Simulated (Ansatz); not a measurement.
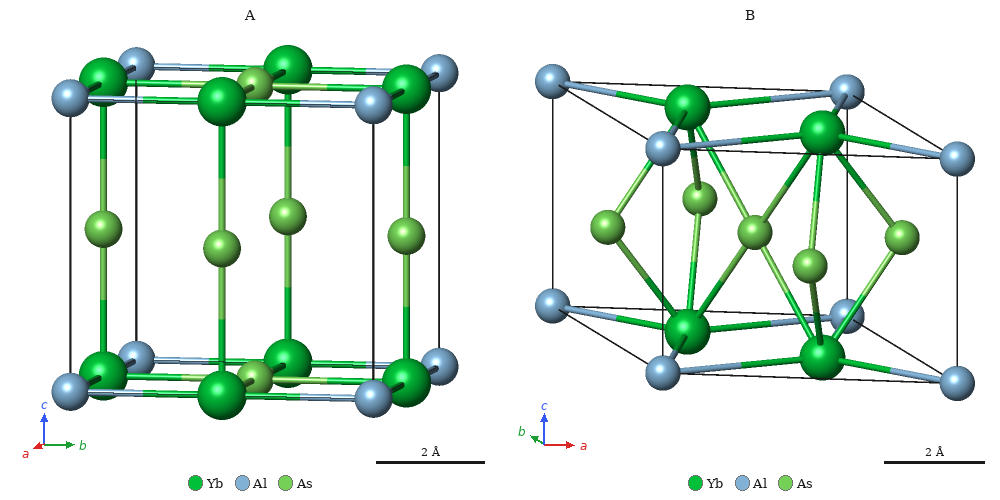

Two structures of Yb₂AlAs₃, each relaxed to rest (conventional cells in solid outline, small ones repeated, not to one scale). Method: DFT PBE, scalar-relativistic, plane waves, PAW in Ansatz 0.2.0, without spin polarisation (spin-restricted runs, not always the ground states).

**Which two forms are compared?**

A: 6 atoms a cell on a primitive tetragonal lattice, P4/mmm. B: CeCo₃B₂ type, P6/mmm.

**Which form lies lower?**

B is lower, by 738 meV/atom at this level of theory (energies at zero smearing). Volumes: A 30.3, B 23.7 Å³/atom.

One or both may be structure types tried for this composition rather than known phases.
